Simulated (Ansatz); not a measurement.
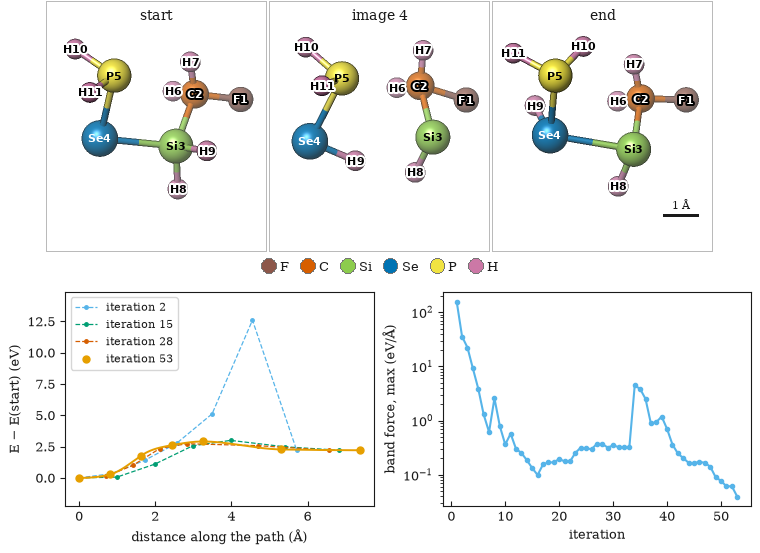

A nudged-elastic-band calculation for CH6FPSeSi. Images are numbered from 0 (start) to 6 (end). The plot follows the band through its iterations. Style: ball-and-stick. Shown from a free direction.

Computed with Ansatz, RKS PBE-D4/def2-SVP. Set-up: 5 movable images; climbing image; force threshold 0.05 eV/Å; iteration limit 60; starting path through a guess of the saddle point.

### How did the profile develop, and is the result final?

The run is converged, with reservations. The band converged in 53 iterations. The largest component of the band force went from 160 to 0.04 eV/Å. The climbing image converged on the top of the path. Its vibrational analysis gives 2 imaginary modes over 30i cm⁻¹, so it isn't confirmed as a transition state. The first iteration put the highest image at 45.53 eV. The energy climbs by 2.91 eV to image 4 and then falls by 0.70 eV, so the end point sits at +2.21 eV.

The run took 8.3 min on 2 threads of Intel(R) Xeon(R) Platinum 8375C CPU @ 2.90GHz (Ice Lake), on a shared host, peak memory 0.2 GiB.
